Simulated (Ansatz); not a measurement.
**A computed series for Pt: response to strain**

The reference is Pt in the fcc (Cu type) structure (space group Fm-3m, No. 225; a = 3.920 Å; relaxed with 0.1 eV smearing).

Strains are applied to the cell and any free atomic positions relax.

All numbers come from PBEsol (Ansatz, a program for electronic structure; PAW; 420 eV plane waves; without spin-orbit coupling).

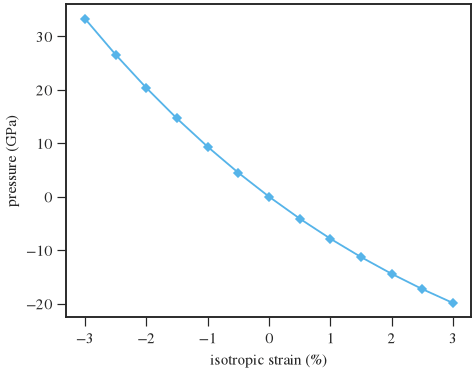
Fig. 1. Pressure against isotropic strain

### Question
From the plot, what is the pressure for isotropic strain +2.00 %?

### Answer
About -14 GPa.

### Question
Is the trend monotonic over the range shown?

### Answer
Yes, it falls throughout, spanning -19.9 GPa to 33.3 GPa.

Stability against distortions was not tested. The final runs are not spin-polarised. Pt lies near a magnetic instability that expansion can trigger; it was not tested.
